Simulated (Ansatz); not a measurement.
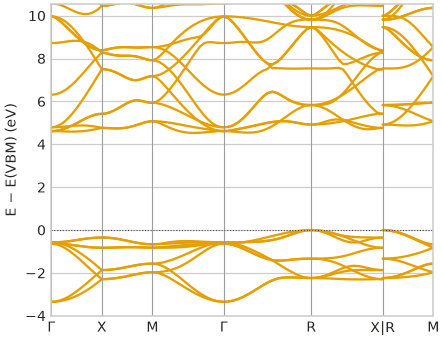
Fig. 1. Band structure from the program Ansatz at the r²SCAN level (PAW)

Task: Read off the gap and where the band edges lie.

Result: About 4.5 eV (4.53 eV by a search for the band edges); maximum at R, minimum on the M–Γ line, 58 % of the way from M.

The material is C in space group Pn-3m (No. 224; C on 2a, C on 8e).

The start of the workflow was typed in or built on a structure type; neither database checked (COD, Materials Project) lists it. It is not the phase usual at ambient conditions (space group No. 194, 227). The r²SCAN relaxation kept the symmetry of its start; whether a distortion lowers the energy is not shown.

Potentials: the later of the program's two PAW sets.
